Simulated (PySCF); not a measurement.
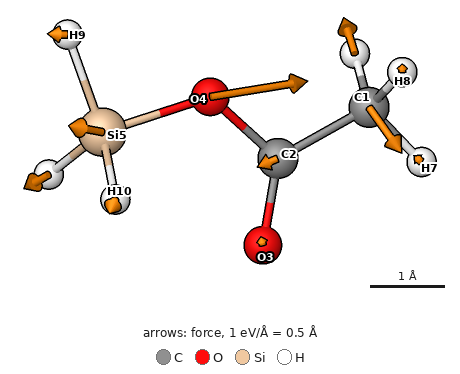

Starting geometry of C$_{2}$H$_{6}$O$_{2}$Si with the computed forces as orange arrows. A ball-and-stick model, seen at a tilt.

The start comes from GFN2-xTB. Its atoms were then displaced at random by about 0.01 Å.

Theory: PBE0-D3(BJ)/def2-SVP geometry optimisation, gas phase (PySCF). 

### Is this structure relaxed? If not, where do the atoms go?

It isn't relaxed: the largest force vector, on an O atom, is 2.93 eV/Å. The final displacements follow the starting forces only in part (cosine between the two patterns 0.34). An H atom moves most after the best rigid fit: 0.22 Å. Largest moves by element: H 0.22 Å, O 0.15 Å, C 0.07 Å, Si 0.02 Å. Among the contacts that change: O–Si 1.631 → 1.719 Å, H–Si 1.439 → 1.486 Å, C–H 1.063 → 1.100 Å, H–Si 1.459 → 1.486 Å. Bond angles that change, for instance: C–O–Si 123.7° → 116.1°, O–Si–H 96.7° → 102.6°, H–Si–H 114.8° → 110.4°. After 5 geometry steps the energy has fallen by 0.238 eV. Cost: 17 s on 1 thread of Arm Neoverse V2, with other jobs on the host.
